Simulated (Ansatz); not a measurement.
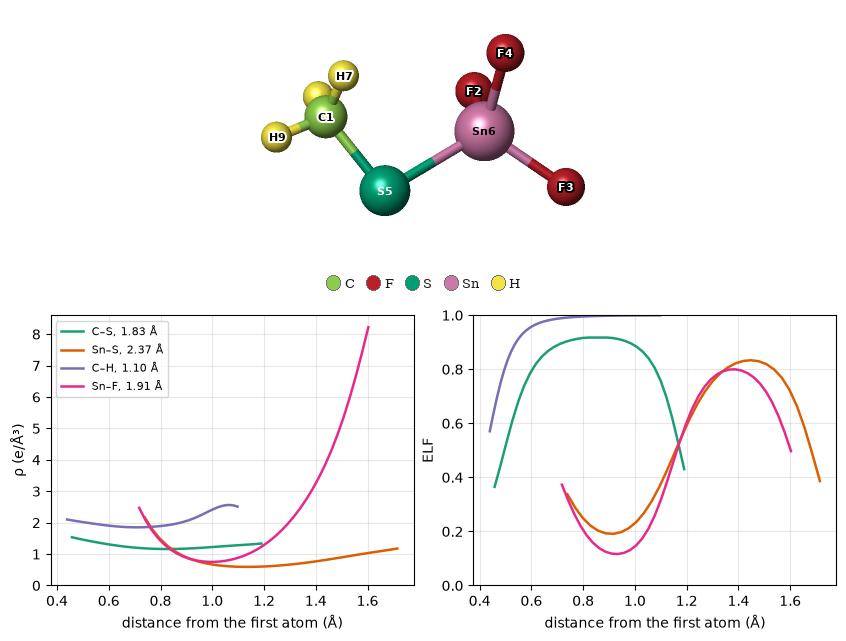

CH3F3SSn (SMILES C[S][Sn]([F])([F])[F]). Electron density and ELF along straight lines between neighbouring atoms. The curves leave out the atomic cores. The structure is drawn too.

Geometry: PBE0-D4/def2-SVP; core potentials replace the inner electrons of Sn.

Theory: isolated molecule in a Gaussian basis; Kohn-Sham density functional theory, functional PBE0 in Ansatz 0.2.0.

```yaml
atoms:
  - { symbol: C, position_ang: [-0.0240, -1.4035, 0.8839] }
  - { symbol: F, position_ang: [-1.3550, 0.8388, -1.9108] }
  - { symbol: F, position_ang: [1.2703, 2.4279, -1.9005] }
  - { symbol: F, position_ang: [-0.5219, 2.2625, 0.5997] }
  - { symbol: S, position_ang: [1.3432, -0.6923, -0.1051] }
  - { symbol: Sn, position_ang: [0.1976, 1.2364, -0.8548] }
  - { symbol: H, position_ang: [-0.3388, -0.7224, 1.6852] }
  - { symbol: H, position_ang: [-0.8772, -1.6801, 0.2508] }
  - { symbol: H, position_ang: [0.3943, -2.3138, 1.3345] }
```

Question: Compare the contacts.

Answer: C–S (1.83 Å): ρ is about 1.2 e/Å³ halfway; the ELF peaks at about 0.90 between the atoms, as expected for a covalent bond.
Sn–S (2.37 Å): ρ is about 0.6 e/Å³ halfway; the ELF peaks at about 0.85 in the valence shell of S, 0.9 Å from its nucleus, and drops to about 0.20 between the two atoms.
C–H (1.10 Å): ρ at the midpoint is about 2 e/Å³; the ELF climbs to about 1 towards the hydrogen, as it does in any bond to H: a covalent bond by its length.
Sn–F (1.91 Å): the density is about 0.77 e/Å³ at the midpoint; the ELF peaks at about 0.80 in the valence shell of F, 0.5 Å from its nucleus, and drops to about 0.10 between the two atoms.
